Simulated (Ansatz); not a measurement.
# AlPH3 (doublet): one geometry, many settings

Aim: run AlPH3 (doublet) at one geometry under a spread of methods and options, and see what each costs and gives.

Program: Ansatz 0.2.0, Gaussian basis. Level of theory: the settings change from run to run. These are calculated values, not measurements.

21 further runs of the same task are left out: 7 that didn't finish, 14 set aside as unsound or not needed.

## (1) The system

The geometry is a PBE0/def2-TZVP stationary point (not a proven minimum).

5 atoms, charge 0, spin multiplicity 2.

Atoms are counted from 1 here; the program's logs count them from 0.

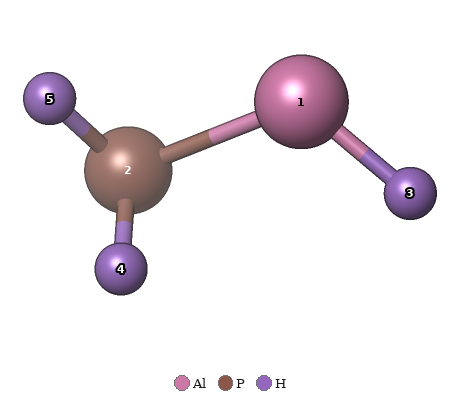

The geometry (aluminium pink, phosphorus brown, hydrogen purple); atoms are numbered from 1 in the order of the file.

## (2) CCSD on UHF/STO-3G

Contents of in.yaml:

```yaml
crystal:
  periodic: [false, false, false]
  atoms:
    - {symbol: Al, position_ang: [0.042298, -0.119616, 1.254150]}
    - {symbol: P, position_ang: [-0.090450, 0.068392, -1.079457]}
    - {symbol: H, position_ang: [-0.052697, 1.261982, 2.066825]}
    - {symbol: H, position_ang: [1.035122, 0.939745, -1.114035]}
    - {symbol: H, position_ang: [0.664801, -1.101382, -1.353659]}
basis:
  gaussian: {orbitals: STO-3G}
magnetization: {spin_polarized: true, initial_magnetization: 1}
correlation: {method: ccsd, electrons: outside_noble_gas}
scf: {lower_state_search: off}
```

Command:

```sh
$ ansatz run in.yaml --threads 1 --pin off --events-out ev --progress --plain --max-ram 2393MiB
```

Log, shortened:

```text
Functional definition: HF
  name "HF"
  cite "Fock, Z. Phys. 61, 126 (1930) doi:10.1007/BF01340294"
  parent pbe
[...]
226 factors; integrals over basis functions are off by at most 4.5e-5 eV
[...]
mean field -15717.20624968 eV, -577.5966761707 hartree, gradient 2.4e-6 eV, S^2 0.758472; 0 other end points of the search recorded, 0 dependent functions left out
10 core orbitals not correlated: weight in the atoms' cores, before any rotation towards them, 0.999 or more for the frozen orbitals, at most 0.000 for the correlated occupied ones
reference -15717.20624968 eV, -577.5966761707 hartree; 6, 5 occupied and 5, 6 virtual orbitals, 226 factors
second order -1.52614716 eV of doubles, -0.00000000 eV of singles
cycle   1  -1.97840992 eV  change   -4.5e-1 eV  update   6.4e-2
[...]
cycle  10  -2.26089630 eV  change   -4.7e-6 eV  update   1.3e-5
Total energy: -15719.46714598 eV, -577.6797625772 hartree
Checks for a lower state left out: stability, starts, cluster_reference, orbital_swaps, neighbouring_geometries, increment
```

Wall time 0.15 s (1 thread of Arm Neoverse V1, shared host).

From the report: ⟨S²⟩ of the determinant 0.758 (pure doublet: 0.75); correlation -2.2609 eV; T1 0.013; largest double amplitude 0.05.

## (3) MP2 on ROHF/cc-pVDZ

Changes to in.yaml since step 2:

```diff
@@ -9,5 +9,6 @@
 basis:
-  gaussian: {orbitals: STO-3G}
-magnetization: {spin_polarized: true, initial_magnetization: 1}
-correlation: {method: ccsd, electrons: outside_noble_gas}
-scf: {lower_state_search: off}
+  gaussian: {orbitals: cc-pVDZ}
+magnetization: {spin_polarized: false, initial_magnetization: 1}
+hamiltonian: {pseudopotentials: {relativity: scalar}}
+correlation: {method: mp2, electrons: outside_noble_gas}
+output: {forces: true}
```

Launched as before.

Log, shortened:

```text
Functional definition: HF
  name "HF"
  cite "Fock, Z. Phys. 61, 126 (1930) doi:10.1007/BF01340294"
  parent pbe
[...]
503 factors; integrals over basis functions are off by at most 1.2e-3 eV
[...]
mean field -15932.06400609 eV, -585.4925530829 hartree, gradient 1.9e-6 eV, S^2 0.750000; 0 other end points of the search recorded, 0 dependent functions left out
[...]
10 core orbitals not correlated: weight in the atoms' cores, before any rotation towards them, 1.000 or more for the frozen orbitals, at most 0.000 for the correlated occupied ones
reference -15932.06400609 eV, -585.4925530829 hartree; 6, 5 occupied and 35, 36 virtual orbitals, 503 factors
second order -4.74168547 eV of doubles, -0.01809270 eV of singles
[...]
Total energy: -15936.82378426 eV, -585.6674717044 hartree
Relativity: scalar
Atom 0 at     0.042298    -0.119616     1.254150 Å, force    -0.013347     0.062981     0.234019 eV/Å
Atom 1 at    -0.090450     0.068392    -1.079457 Å, force    -0.084254     0.018897    -0.183590 eV/Å
Atom 2 at    -0.052697     1.261982     2.066825 Å, force     0.014440    -0.068067    -0.018568 eV/Å
Atom 3 at     1.035122     0.939745    -1.114035 Å, force     0.050443     0.081184    -0.007376 eV/Å
Atom 4 at     0.664801    -1.101382    -1.353659 Å, force     0.032718    -0.094995    -0.024486 eV/Å
Dipole moment:     0.144577    -0.125138     0.091629 e Å
```

Run time: 1.1 s. Hardware: 1 thread of Arm Neoverse V1, shared host.

## (4) BCCD(T)/6-31G

Changes to in.yaml since step 3:

```diff
@@ -9,6 +9,5 @@
 basis:
-  gaussian: {orbitals: cc-pVDZ}
-magnetization: {spin_polarized: false, initial_magnetization: 1}
-hamiltonian: {pseudopotentials: {relativity: scalar}}
-correlation: {method: mp2, electrons: outside_noble_gas}
-output: {forces: true}
+  gaussian: {orbitals: 6-31G}
+magnetization: {spin_polarized: true, initial_magnetization: 1}
+hamiltonian: {xc: {name: r2SCAN}}
+correlation: {method: bccd_t, electrons: valence, diis_vectors: 2}
```

Launched as before.

Log, shortened:

```text
Functional definition: r2SCAN
  name "r2SCAN"
  cite "Furness, Kaplan, Ning, Perdew & Sun, J. Phys. Chem. Lett. 11, 8208 (2020) doi:10.1021/acs.jpclett.0c02405"
  cite "Furness, Kaplan, Ning, Perdew & Sun, J. Phys. Chem. Lett. 11, 9248 (2020) doi:10.1021/acs.jpclett.0c03077"
  parent r2scan
[...]
374 factors; integrals over basis functions are off by at most 2.4e-4 eV
[...]
mean field -15929.66059643 eV, -585.4042294072 hartree, gradient 3.5e-6 eV, S^2 0.751577; 0 other end points of the search recorded, 0 dependent functions left out
10 core orbitals not correlated: weight in the atoms' cores, before any rotation towards them, 1.000 or more for the frozen orbitals, at most 0.000 for the correlated occupied ones
reference -15898.61056005 eV, -584.2631616166 hartree; 6, 5 occupied and 16, 17 virtual orbitals, 374 factors
second order -2.42261467 eV of doubles, -0.15210079 eV of singles
cycle   1  -2.98361136 eV  change   -4.1e-1 eV  update   6.4e-2
[...]
cycle  12  -3.20727941 eV  change   -4.7e-6 eV  update   1.3e-5
perturbative correction -0.06014018 eV, -0.0022101109 hartree
Total energy: -15901.87797964 eV, -584.3832370716 hartree
```

Run time: 3.1 s. Hardware: 1 thread of Arm Neoverse V1, shared host.

From the report: ⟨S²⟩ of the determinant 0.752 (pure doublet: 0.75); correlation -3.2674 eV; largest double amplitude 0.03.

## (5) CCSDT(Q) on UHF/STO-3G

Changes to in.yaml since step 4:

```diff
@@ -9,5 +9,4 @@
 basis:
-  gaussian: {orbitals: 6-31G}
+  gaussian: {orbitals: STO-3G}
 magnetization: {spin_polarized: true, initial_magnetization: 1}
-hamiltonian: {xc: {name: r2SCAN}}
-correlation: {method: bccd_t, electrons: valence, diis_vectors: 2}
+correlation: {method: ccsdt_q, electrons: valence}
```

Launched as before.

Log, shortened:

```text
Functional definition: HF
  name "HF"
  cite "Fock, Z. Phys. 61, 126 (1930) doi:10.1007/BF01340294"
  parent pbe
[...]
355 factors; integrals over basis functions are off by at most 2.7e-8 eV
[...]
mean field -15717.20635163 eV, -577.5966799174 hartree, gradient 7.7e-7 eV, S^2 0.758472; 0 other end points of the search recorded, 0 dependent functions left out
10 core orbitals not correlated: weight in the atoms' cores, before any rotation towards them, 0.999 or more for the frozen orbitals, at most 0.000 for the correlated occupied ones
reference -15717.20635163 eV, -577.5966799174 hartree; 6, 5 occupied and 5, 6 virtual orbitals, 355 factors
second order -1.52614964 eV of doubles, -0.00000000 eV of singles
cycle   1  -1.97841211 eV  change   -4.5e-1 eV  update   6.6e-2
[...]
cycle  16  -2.29376632 eV  change    6.0e-7 eV  update   3.6e-7
perturbative correction -0.00079897 eV, -0.0000293617 hartree
Total energy: -15719.50091692 eV, -577.6810036365 hartree
```

Wall time 0.63 s (1 thread of Arm Neoverse V1, shared host).

From the report: ⟨S²⟩ of the determinant 0.758 (pure doublet: 0.75); correlation -2.2946 eV; T1 0.013; largest double amplitude 0.05.

## (6) CCSDT(Q) on ROHF/STO-3G

Changes to in.yaml since step 5:

```diff
@@ -10,3 +10,3 @@
   gaussian: {orbitals: STO-3G}
-magnetization: {spin_polarized: true, initial_magnetization: 1}
+magnetization: {spin_polarized: false, initial_magnetization: 1}
 correlation: {method: ccsdt_q, electrons: valence}
```

Launched as before.

Log, shortened:

```text
Functional definition: HF
  name "HF"
  cite "Fock, Z. Phys. 61, 126 (1930) doi:10.1007/BF01340294"
  parent pbe
[...]
355 factors; integrals over basis functions are off by at most 2.7e-8 eV
[...]
mean field -15717.16829937 eV, -577.5952815224 hartree, gradient 2.8e-6 eV, S^2 0.750000; 0 other end points of the search recorded, 0 dependent functions left out
[...]
10 core orbitals not correlated: weight in the atoms' cores, before any rotation towards them, 1.000 or more for the frozen orbitals, at most 0.000 for the correlated occupied ones
reference -15717.16829937 eV, -577.5952815224 hartree; 6, 5 occupied and 5, 6 virtual orbitals, 355 factors
second order -1.54099285 eV of doubles, -0.01502656 eV of singles
cycle   1  -2.01316230 eV  change   -4.6e-1 eV  update   6.7e-2
[...]
cycle  16  -2.33143808 eV  change    5.3e-7 eV  update   3.9e-7
perturbative correction -0.00071662 eV, -0.0000263353 hartree
Total energy: -15719.50045406 eV, -577.6809866268 hartree
```

It took 0.66 s on 1 thread of Arm Neoverse V1, shared host.

From the report: correlation -2.3322 eV; T1 0.017; largest double amplitude 0.05.

## (7) CCSD(T)/cc-pVDZ

Changes to in.yaml since step 6:

```diff
@@ -9,4 +9,5 @@
 basis:
-  gaussian: {orbitals: STO-3G}
-magnetization: {spin_polarized: false, initial_magnetization: 1}
-correlation: {method: ccsdt_q, electrons: valence}
+  gaussian: {orbitals: cc-pVDZ}
+magnetization: {spin_polarized: true, initial_magnetization: 1}
+hamiltonian: {xc: {name: PBE0}}
+correlation: {method: ccsd_t, electrons: valence}
```

The command is unchanged.

Log, shortened:

```text
Functional definition: PBE0
  name "PBE0"
  cite "Adamo & Barone, J. Chem. Phys. 110, 6158 (1999) doi:10.1063/1.478522"
  cite "Perdew, Burke & Ernzerhof, Phys. Rev. Lett. 77, 3865 (1996) doi:10.1103/PhysRevLett.77.3865"
  parent pbe
[...]
503 factors; integrals over basis functions are off by at most 1.2e-3 eV
[...]
mean field -15926.56625296 eV, -585.2905143819 hartree, gradient 2.8e-6 eV, S^2 0.752323; 0 other end points of the search recorded, 0 dependent functions left out
10 core orbitals not correlated: weight in the atoms' cores, before any rotation towards them, 1.000 or more for the frozen orbitals, at most 0.000 for the correlated occupied ones
reference -15901.21520422 eV, -584.3588805243 hartree; 6, 5 occupied and 35, 36 virtual orbitals, 503 factors
second order -4.96627373 eV of doubles, -0.16136463 eV of singles
cycle   1  -5.70241101 eV  change   -5.8e-1 eV  update   6.2e-2
[...]
cycle  10  -5.93834946 eV  change   -8.2e-7 eV  update   1.2e-5
perturbative correction -0.18048488 eV, -0.0066326971 hartree
Total energy: -15907.33403856 eV, -584.5837435389 hartree
```

It took 2.8 s on 1 thread of Arm Neoverse V1, shared host.

From the report: ⟨S²⟩ of the determinant 0.752 (pure doublet: 0.75); correlation -6.1188 eV; T1 0.014; largest double amplitude 0.04. The orbitals are Kohn-Sham ones, so correlation energy and T1 don't compare with those on Hartree-Fock orbitals.

## (8) All runs side by side

Where basis and cores are those of an earlier UCCSDT(Q)/cc-pVDZ run (-15907.4425 eV), and the state is the same kind, the miss against it is given.

```tsv
level	correlated	functions	energy (eV)	from UCCSDT(Q) (meV)	time
CCSD on UHF/STO-3G	outside noble gas	21	-15719.4671		0.15 s
MP2 on ROHF/cc-pVDZ (relativity set)	outside noble gas	51	-15936.8238		1.1 s
BCCD(T)/6-31G (on r2SCAN orbitals)	valence	32	-15901.8780		3.1 s
CCSDT(Q) on UHF/STO-3G	valence	21	-15719.5009		0.63 s
CCSDT(Q) on ROHF/STO-3G	valence	21	-15719.5005		0.66 s
CCSD(T)/cc-pVDZ (on PBE0 orbitals)	valence	51	-15907.3340	108.5	2.8 s
```

## (9) Results

```
quantity                                      value
    runs                                          6
quickest                 CCSD on UHF/STO-3G, 0.15 s
 slowest  BCCD(T)/6-31G (on r2SCAN orbitals), 3.1 s
```

Total energies in different bases, with other cores or another treatment of relativity can't be set against each other. BCCD(T)/6-31G (on r2SCAN orbitals) took 20 times as long as CCSD on UHF/STO-3G; the jobs differ in more than the method. Cores frozen from Kohn-Sham orbitals shift the total energy.
